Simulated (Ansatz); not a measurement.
# Does disorder add resistance in series? Al(111) layers displaced at 300 K

Two lengths of the disordered region are known. What area resistance does the third give?

**Method.** Ansatz 0.2.0, plane waves with PAW datasets at their recommended cutoffs (420 eV for most), Fermi-Dirac smearing; ballistic transmission by layer matching. The area resistance is RA = A (h/2e²)(1/T − 1/N), with T the zone-mean transmission per spin and N the lead's channels, both averaged over a few energies near the Fermi level; for magnets each spin is taken apart, with h/e², and the two conduct in parallel. Lateral cell 2x2, PBE, a fresh random draw for each length. Atoms are displaced independently, by 0.0966 Å r.m.s. per direction; each RA is scaled by the nominal over the drawn mean square displacement.

Results; the value marked ? is to be predicted:

```tsv
length (Å)	channels N	RA (fΩ m²)
9.35	5.430	0.0506
18.7	5.450	0.0980
28.0	5.490	?
```

Worked fit:

Ohm's law makes RA linear in the length: the slope is (0.0980 − 0.0506)/(18.7 − 9.35) = 5.07×10⁻³ fΩ m² per Å, or 5.1 µΩ cm. Then 0.0980 + 5.07×10⁻³ × 9.35. Predicted: 0.145 fΩ m².

Check against the run:

0.161 fΩ m², so the prediction is 9.8 % too low. The three lengths together give 5.9 µΩ cm. The two increments are 0.047 and 0.063 fΩ m²; with one draw for each length, their difference can't be told from scatter.

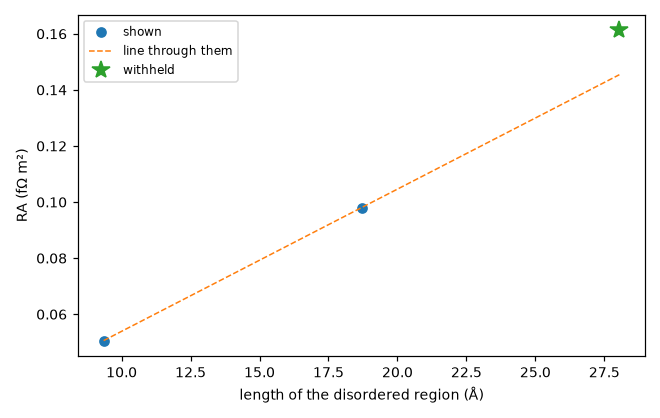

Area resistance against length.

Caveats: The scatterers repeat sideways with the small cell. The slope is a raw one; a model of isotropic scattering puts it 1.12 times the bulk value over these lengths.

[Logs are printed without paths, hosts, clocks, repeated set-up lines and the standing remarks that a program may print on its own settings, such as how far it seeks lower states.]
